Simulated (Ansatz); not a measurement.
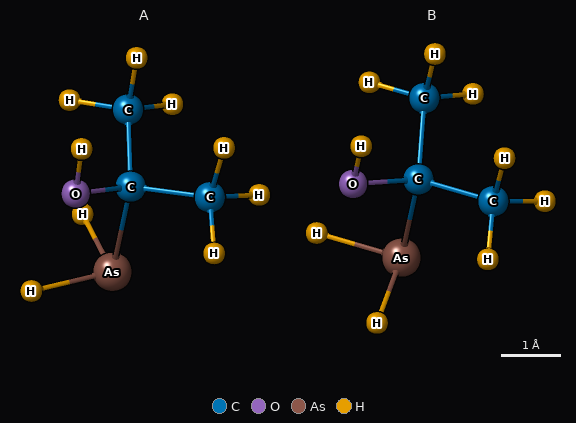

Two geometries of C₃H₉AsO, drawn at one scale. One is the start of a relaxation, the other its converged end. Style: ball-and-stick. Shown from a free direction.

Theory: Ansatz 0.2.0, RKS PBE0-D4/def2-SVP. Settings: no spin polarisation; force threshold 0.015 eV/Å; at most 40 steps.

Question: Which geometry has the lower energy?

Answer: Structure B is the relaxed one. The run prepares an end point of a later path (inversion) calculation, from a guessed geometry. An H atom moves most after the best rigid fit: 1.15 Å. By element the largest moves are H 1.15 Å, As 0.34 Å, O 0.33 Å, C 0.25 Å. Near-neighbour distances that change, for instance: C–H 1.166 → 1.105 Å, C–O 1.352 → 1.409 Å, H–O 1.020 → 0.967 Å, C–C 1.479 → 1.524 Å. Bond angles that change, for instance: C–C–H 115.6° → 109.8°, H–C–H 103.8° → 108.7°, H–As–H 96.0° → 92.3°. Groups turn about As–C by about 60°. Over 17 accepted moves (20 points after the start) the energy falls by 0.470 eV. The largest force component goes from 2.7 to 0.0049 eV/Å. The line search rejected the trial steps at points 9, 16, 19 of the run. The forces were under the threshold at step 5, but the run went on from there. Cost: 110 s on 2 threads of Arm Neoverse V1 (shared host), peak memory 0.4 GiB.
